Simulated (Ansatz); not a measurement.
The parent structure is MgS in the rock salt structure (space group Fm-3m, No. 225; a = 5.1292 Å). Axes: x, y, z lie along the cube axes.

The change: tensile biaxial strain of 2.08 % in the plane normal to [111], as in epitaxy on a mismatched substrate; the out-of-plane cell vector and the atoms relax.

Calculations: LDA (Ansatz, a first-principles code), scalar-relativistic without spin-orbit coupling.

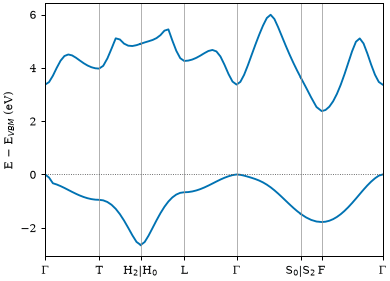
Figure. Highest valence and lowest conduction band along the path of the changed cell's own zone

Q: Read the changed gap and its character from the plot.

A: About 2.4 eV, indirect, Γ → F.

Semilocal Kohn–Sham gaps tend to fall short of experiment. Stability against distortions was not tested. k-point labels follow each cell's own Brillouin zone.
